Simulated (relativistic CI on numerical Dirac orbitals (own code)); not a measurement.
```
atom Tc  Z=43  charge=4  electrons=39
nucleus A=97  rms_radius_fm=4.4112
hamiltonian dirac-coulomb  breit=on  qed=on  c_scale=1
orbitals kli  potential=per-configuration
slater_scale 0.8
correlation none
mixing on
configurations
  [Kr] 4d3
  [Ne] 3s2 3p5 3d10 4s2 4p6 4d4
end
absorption M2,3 T=300 lorentz=2 gauss=0.4
crystal_field free
```

Multiplet model: relativistic Dirac–Coulomb–Breit theory, one configuration a step, Slater integrals scaled by 0.8, 300 K, Voigt broadening (Lorentzian 2 eV, Gaussian 0.4 eV full widths), computed with a radial Dirac CI code. Dichroism is for the ground state at zero temperature, magnetised by an exchange field of 10 meV on Sz.

The M₂,₃ X-ray absorption spectrum that results:

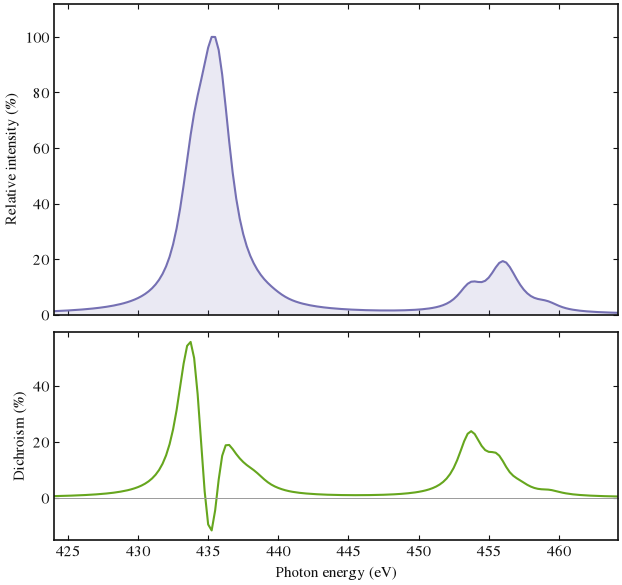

The main maxima lie at 435.4 eV (100) and 456.0 eV (19), heights in % of the largest; the centroid is at 438.7 eV. The lower edge holds 0.83 of the intensity (branching ratio, edges parted at 448 eV), and the core spin-orbit splitting of the orbitals is 20.2 eV. The ground state has S = 1.49. The circular dichroism (Δm = −1 less Δm = +1) is largest at 433.8 eV, 56 % of the isotropic maximum; its integrals over the lower and upper edge are 0.107 and 0.065 of the sum over the three polarisations. The magnetised ground state has ⟨Lz⟩ = 2.48 and ⟨Sz⟩ = −0.98.

Note: free-ion energies, so absolute edge positions are off by a few eV from solids.
